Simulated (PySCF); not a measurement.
# C₆H₁₄BNSi: what the fields show

```xyz
23

C     1.0366   -0.9494    1.4583
B     1.3943   -0.0707    0.1868
C     2.8476    0.5725    0.1033
N     0.4655    0.1308   -0.8535
C     0.8837    0.9036   -2.0138
Si   -1.1720   -0.4943   -0.8477
C    -2.1180    0.1939    0.6340
C    -3.6313    0.2016    0.6603
C    -3.0708   -0.6739    1.4281
H     1.7732   -1.7412    1.5901
H     0.0569   -1.4165    1.4186
H     1.0766   -0.3460    2.3644
H     3.4197    0.1464   -0.7207
H     3.4264    0.4143    1.0102
H     2.8085    1.6461   -0.0763
H     0.1153    0.8978   -2.7829
H     1.7973    0.4879   -2.4411
H     1.0821    1.9412   -1.7354
H    -1.7987   -0.0472   -2.1000
H    -1.1559   -1.9648   -0.8503
H    -1.6218    0.9924    1.1891
H    -4.4944    0.6698    0.2573
H    -3.1257   -1.4671    2.1313
```

Geometry: GFN2-xTB.

Method: PBE0/pcSseg-1, SCF density, gas phase, non-relativistic (PySCF 2.14.0).

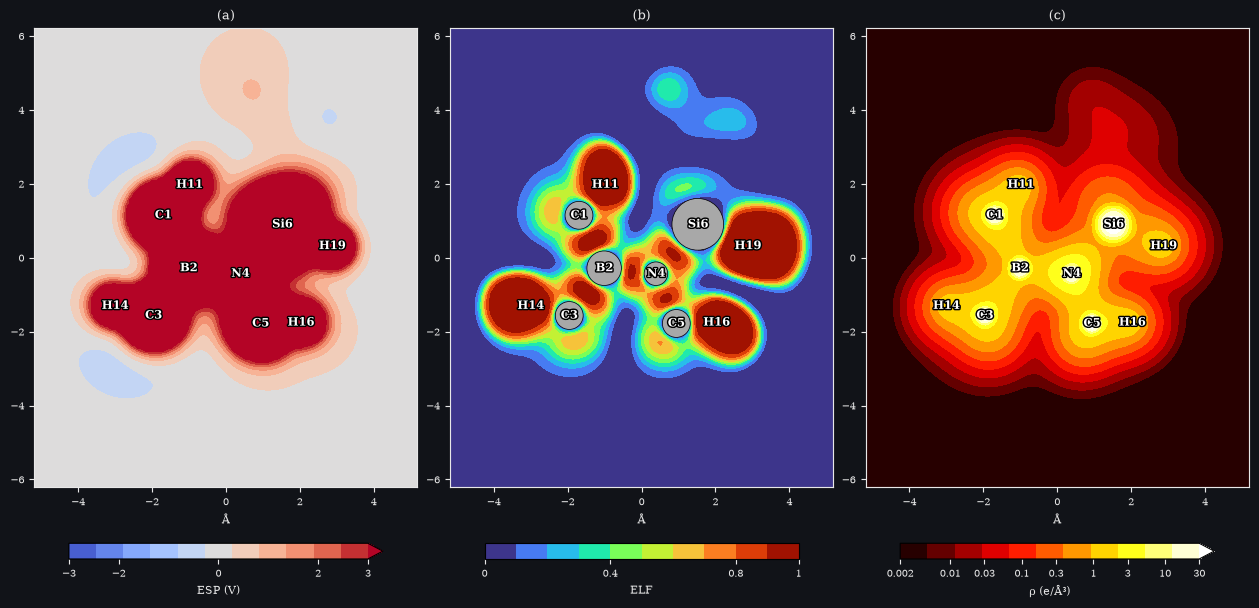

Figure 1. (a) molecular electrostatic potential; (b) ELF; (c) total electron density on the plane of atoms N4, Si6 and H19. Grey discs cover the atomic cores in the ELF map.

### Describe what can be read from this map.

- Atoms in the plane: C, B, N, Si and H.
- B–N (1.41 Å): ρ is about 1.9 e/Å³ halfway; the ELF peaks at about 0.90 between the atoms; a short, strongly polar bond.
- C–N (1.46 Å): the density is about 1.9 e/Å³ at the midpoint; the ELF peaks at about 0.90 between the atoms (a covalent bond).
- C–B (1.59 Å): the density is about 1.4 e/Å³ at the midpoint; the ELF peaks at about 1 between the atoms; localised, covalent bonding.
- Si–N (1.75 Å): the density is about 1 e/Å³ at the midpoint; the ELF peaks at about 0.95 between the atoms, as expected for a shared but strongly polarised pair.
- C–H (1.09 Å): the density is about 1.9 e/Å³ at the midpoint; the ELF climbs to about 1 towards the hydrogen, as it does in any bond to H (a covalent bond by its length).
- Outside the dense part of the molecule the potential is most negative (−0.4 V) near C3.

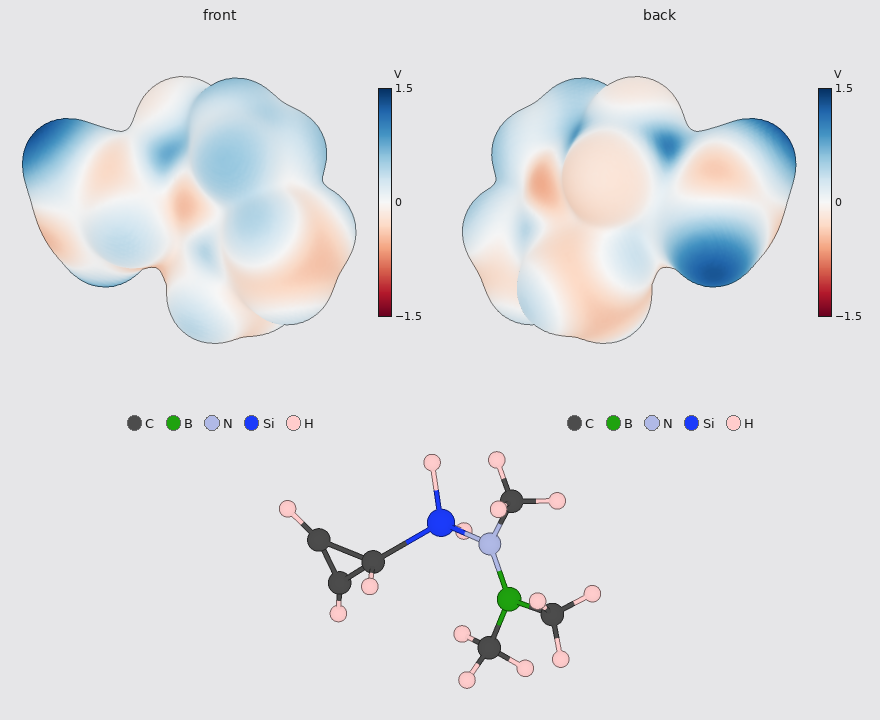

Figure 2. The molecular electrostatic potential painted on the density surface at 0.002 e/bohr³, seen from the front and from behind; red is negative and blue positive. The bare structure is drawn below in the same view.

### Where is the surface potential most negative and most positive?

The most negative region (about −0.5 V) lies over C3, N4, C8 and C9, the most positive (about +1.3 V) over H22 and H23.
